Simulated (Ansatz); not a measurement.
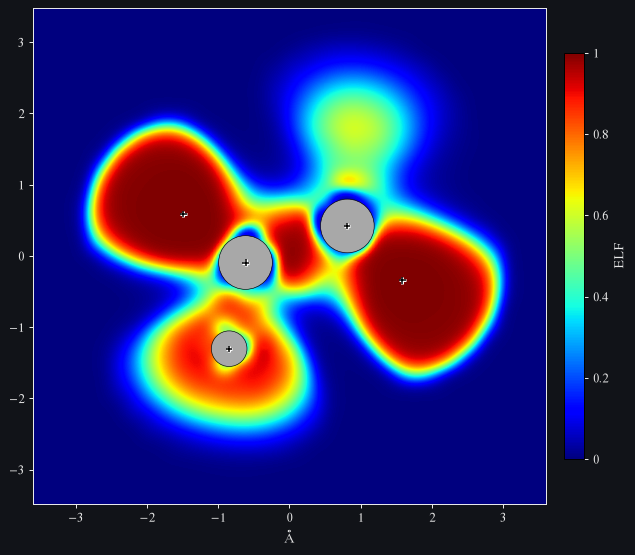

The electron localisation function on a plane through atoms (crosses mark nuclei in the plane; grey discs cover the cores).

Method: isolated molecule in a Gaussian basis; Kohn-Sham density functional theory, functional PBE0 (Ansatz).

Candidates:
A. GaH5InN2 (charge +1)
B. H2In2NSi (charge −1)
C. C2H2F3 (charge +1)

### Which system is this?

Candidate C: C2H2F3 on the plane of atoms C2, C1 and H6, which holds C, F and H. C–F (1.24 Å): the ELF peaks at about 0.85 between the atoms; a shared but strongly polarised pair. C–C (1.52 Å): the ELF peaks at about 1 between the atoms; localised, covalent bonding.
